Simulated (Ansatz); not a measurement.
# BFH₂Si: what the fields show

Input file:

```
crystal:
  periodic: [false, false, false]
  atoms:
    - {symbol: B, position_ang: [-2.084096, 0.522265, 0.038262]}
    - {symbol: F, position_ang: [-3.012537, 0.472045, -0.917459]}
    - {symbol: Si, position_ang: [-0.092304, 0.783305, -0.303775]}
    - {symbol: H, position_ang: [-2.479661, 0.435567, 1.178469]}
    - {symbol: H, position_ang: [0.056190, -0.743074, -0.265594]}
basis:
  gaussian:
    orbitals: def2-TZVPD
hamiltonian:
  xc: {name: PBE0}
output: {forces: true, orbitals: {seedname: orbitals}}
```

Command:

```sh
ansatz run input.yaml --threads 1 --pin off --max-ram 2610MiB --events-out events.jsonl --progress --plain --runs-dir runs
```

Geometry: B3LYP/6-31G*.

Theory: isolated molecule in a Gaussian basis; Kohn-Sham density functional theory, functional PBE0 in Ansatz 0.2.0.

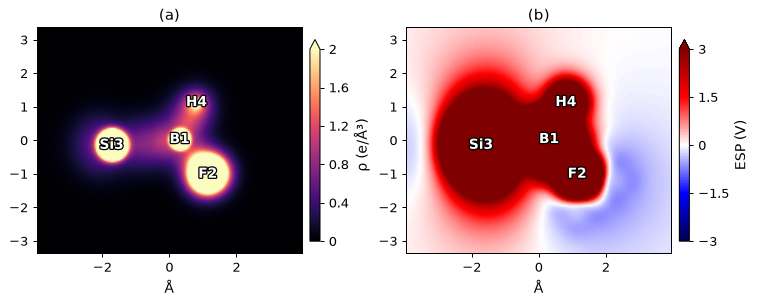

Figure 1. (a) total electron density; (b) electrostatic potential on the plane of atoms F2, B1 and H4.

Question: Read the bonding off the picture.

Answer: Atoms in the plane: B, F, Si and H. B–F (1.33 Å): the density is about 2.1 e/Å³ at the midpoint. Si–B (2.04 Å): ρ is about 0.79 e/Å³ halfway. B–H (1.21 Å): the density is about 1.3 e/Å³ at the midpoint. Outside the dense part of the molecule the potential is most negative (−0.7 V) near F2.

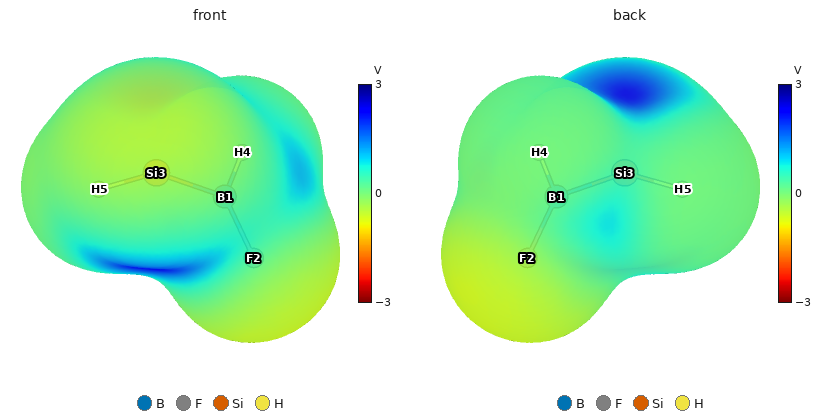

Figure 2. The molecular electrostatic potential painted on the density surface at 0.001 e/bohr³, seen from the front and from behind; the colour scale runs from red (negative) to blue (positive).

Question: Describe the electrostatic potential map.

Answer: The most negative region (about −0.7 V) lies over F2, the most positive (about +2.2 V) over Si3.

Question: What dipole moment does the calculation give?

Answer: Its dipole moment is 0.60 D.

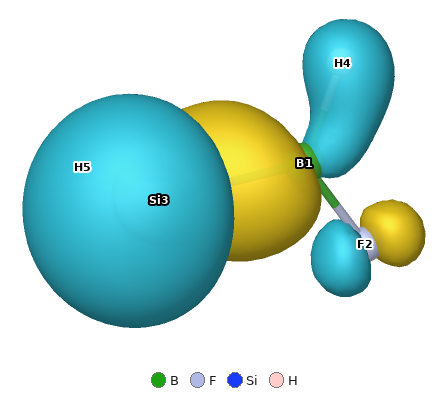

Figure 3. The HOMO at ±0.15 Å⁻³ᐟ² (yellow and cyan are the two phases), seen at a tilt.

Question: What is the character of this orbital?

Answer: By Hirshfeld shares it lies mainly on Si3 (about 65 %) and B1 (about 20 %). Its energy is −6.71 eV.
